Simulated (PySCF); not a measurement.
System: CH$_{10}$N$_{2}$OSi$_{3}$.

The calculation's input:

```
{"job": {"kind": "uv", "xc": "CAM-B3LYP", "basis": "def2-SVPD", "nstates": 8, "ntriplets": 3}, "charge": 0, "multiplicity": 1}
C      2.459400     0.262648    -1.024744
Si     1.217359    -0.228496     0.331288
N     -0.074970    -1.143123    -0.387307
Si    -1.725413    -0.922492     0.082997
O     -2.761218    -0.981659    -1.168561
N     -1.623616     0.633825     0.832223
Si    -0.122295     1.383555     1.275937
H      2.018064     0.915215    -1.772378
H      2.847425    -0.612648    -1.537359
H      3.306779     0.783268    -0.590346
H      1.943054    -1.108061     1.279770
H      0.134449    -1.940207    -0.964689
H     -2.262749    -1.966554     0.944056
H     -2.650858    -0.390903    -1.909342
H     -2.489926     1.051755     1.127192
H     -0.076354     1.522496     2.742638
H     -0.146128     2.753411     0.728714
```

Launched as:

```sh
OMP_NUM_THREADS=1 python probes_run.py task.json out
```

Geometry: GFN2-xTB.

Method: CAM-B3LYP/def2-SVPD, SCF density, gas phase in PySCF 2.14.0.

> What will maps of the electron density and electron localisation function show?

Si–N (1.73 Å): ρ is about 1.1 e/Å³ halfway; the ELF peaks at about 0.90 between the atoms (a polar covalent bond).
Si–Si (2.30 Å): the density is about 0.71 e/Å³ at the midpoint; the ELF peaks at about 1 between the atoms; a shared electron pair.
N–H (1.01 Å): the density is about 2.8 e/Å³ at the midpoint; the ELF climbs to about 1 towards the hydrogen, as it does in any bond to H (a covalent bond by its length).

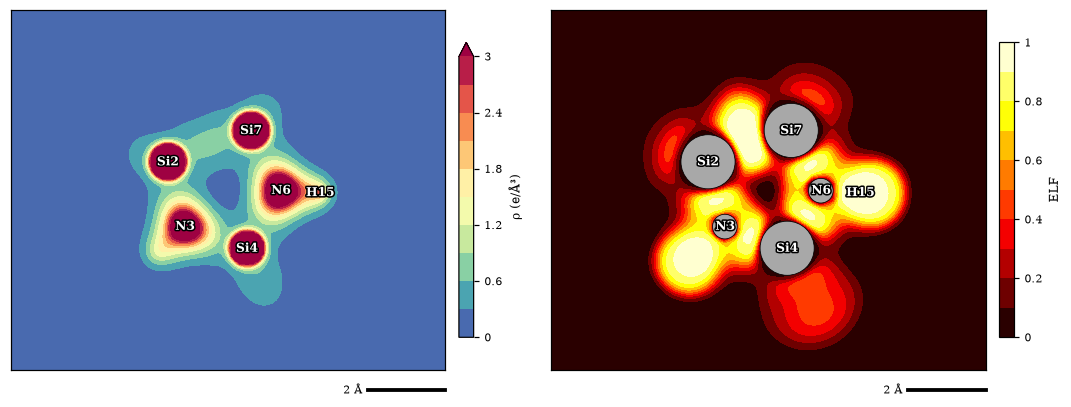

Computed electron density and electron localisation function on the plane of atoms Si2, Si7 and N6, in this order. Grey discs cover the atomic cores in the ELF map. 
